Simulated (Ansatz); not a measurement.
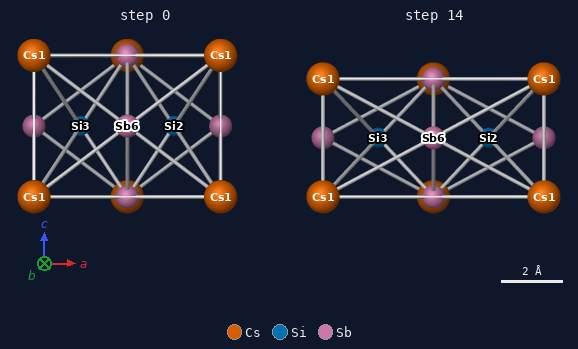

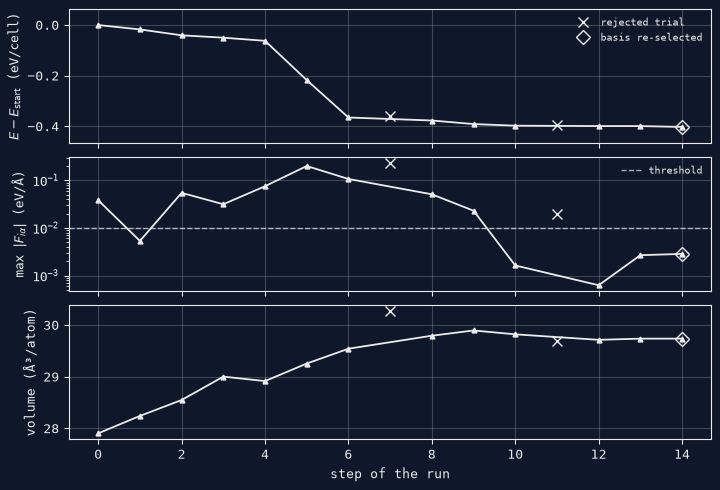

First and last geometry of a relaxation of solid CsSi$_{2}$Sb$_{3}$ (built on the LaAl2Cu3-65 type type), with the history of the run. The picture is a ball-and-stick view of the conventional cell (2 times the calculation's cell), seen along the b axis. Lengths and directions refer to the drawn axes.

All numbers below come from Ansatz, DFT, r2SCAN+rVV10, plane waves, PAW. Settings: plane-wave cutoff 500 eV; k-point mesh 4 × 4 × 6; occupations fermi dirac; smearing width 0.03 eV; no spin polarisation; cell and atoms relaxed; force threshold 0.01 eV/Å; at most 120 steps.

> What do the curves and the structures tell?

It converged. After 11 accepted moves (14 points after the start) the energy has fallen by 0.402 eV per cell of the calculation. Largest force component: 0.038 eV/Å at the start, 0.0028 eV/Å at the end. Pressure: 0.48 GPa at the start and 0.01 GPa at the end. The line search rejected the trial steps at points 7, 11 of the run. The SCF was repeated once at an unchanged geometry on a basis and grid sized afresh for the cell, which shifted the energy by 3.4 meV per cell of the calculation at most. The largest moves relative to the cell, 0.006 Å, are those of Sb atoms. Si and Cs stay in place. The drawn cell changes as follows: a 6.175 → 7.311 Å (+18.4 %), b 11.594 → 12.516 Å (+8.0 %), c 4.677 → 3.899 Å (−16.6 %); the volume changes by +6.6 %. Near-neighbour distances that change, for instance: Cs–Cs 4.677 → 3.899 Å, Cs–Sb 3.793 → 4.365 Å, Si–Si 3.088 → 3.656 Å, Cs–Sb 3.593 → 3.873 Å. The space group stays Cmmm (No. 65).
